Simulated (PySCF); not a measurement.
## CoFCl: frequency calculation

The run: frequency calculation of CoFCl, multiplicity 2. Method and program: UKS-based PBE0, Co def2-TZVP, F def2-TZVP, Cl def2-TZVP; non-relativistic Hamiltonian; density fitting (PySCF 2.14.0).

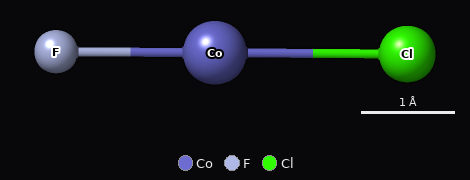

Figure 1. The structure as given in the input (ball-and-stick view, seen on its broad side). Sticks mark near contacts. Bond lengths as drawn: Cl–Co 2.09 Å and Co–F 1.73 Å.

Input
```python
from pyscf import gto, scf, dft
mol = gto.M(atom='''
Co    -0.356340    -0.000000    -0.028913
F     -2.077665    -0.000000    -0.168578
Cl     1.729282     0.000000     0.140311''',
    basis={'Co': 'def2-TZVP', 'F': 'def2-TZVP', 'Cl': 'def2-TZVP'},
    charge=0, spin=1)
mf = dft.UKS(mol, xc='PBE0')
mf.grids.atom_grid = (75, 302)
aux = {'Co': 'def2-universal-JKFIT', 'F': 'def2-universal-JKFIT', 'Cl': 'def2-universal-JKFIT'}
mf = mf.density_fit(auxbasis=aux)
mf.conv_tol = 1e-09
mf.diis_space = 10
mf.max_cycle = 60
mf.verbose = 4
mf.kernel()
```

The script is an equivalent of the set-up of the self-consistent field. The run itself was carried out by a driver, which started from the orbitals of the step before it where there was one and computed the further properties.

Hardware: 4 threads of Arm Neoverse V2, 24 GiB of memory available, shared host.

Run as:
```bash
OMP_NUM_THREADS=4 python axn.py task.json out
```

The program's output
```
init E= -1942.44924114292
  alpha nocc = 27  HOMO = -0.331345411760473  LUMO = -0.131372219398383
  beta  nocc = 26  HOMO = -0.333976741648429  LUMO = -0.131386646334721
  HOMO = -0.33134541176  LUMO = -0.131386646335  gap/eV = 5.44116
cycle= 1 E= -1942.44924114292  delta_E= 5e-12  |g|= 9.17e-06  |ddm|= 6.82e-06
  alpha nocc = 27  HOMO = -0.331345503832278  LUMO = -0.131368405896253
  beta  nocc = 26  HOMO = -0.33397596326791  LUMO = -0.131382942186624
  HOMO = -0.331345503832  LUMO = -0.131382942187  gap/eV = 5.44126
Extra cycle  E= -1942.44924114285  delta_E= 6.14e-11  |g|= 1.93e-05  |ddm|= 1.18e-05
converged SCF energy = -1942.44924114285  <S^2> = 1.7553776  2S+1 = 2.8322271
```

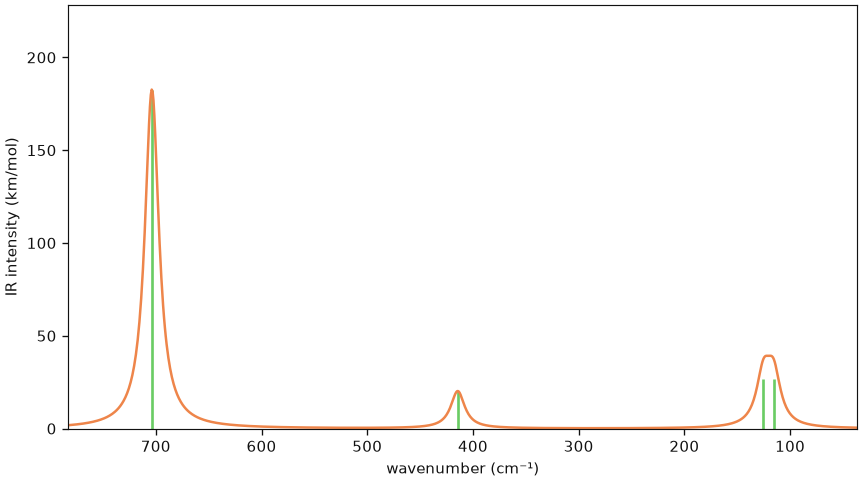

Figure 2. Harmonic infrared spectrum, unscaled: sticks (degenerate modes added up, dark ones marked on the axis) with a Lorentzian envelope of 16 cm⁻¹ full width, scaled to the tallest stick. 4 modes from 116 to 704 cm⁻¹, none imaginary. The strongest line is at 704 cm⁻¹ (183 km/mol). All modes, in cm⁻¹ (km/mol): 116 (27), 125 (27), 414 (20), 704 (183). The two bends of a linear molecule should be equal; they aren't, because the electronic state found breaks the axial symmetry.

Key numbers

```csv
quantity,value
outcome,converged
total energy,−1942.449241 hartree
⟨S²⟩,1.755
zero-point energy,0.003096 hartree
dipole moment,0.12 D
"wavenumbers, lowest and highest",116 and 704 cm⁻¹
wall time,53 s (CPU time 2.9 min)
peak memory,1.1 GiB
```

Notes

Checks after the run noted: the SCF density has lower symmetry than the nuclear frame; spin contamination. ⟨S²⟩ is 1.76 against 0.75 for a pure state: the solution is spin-contaminated.
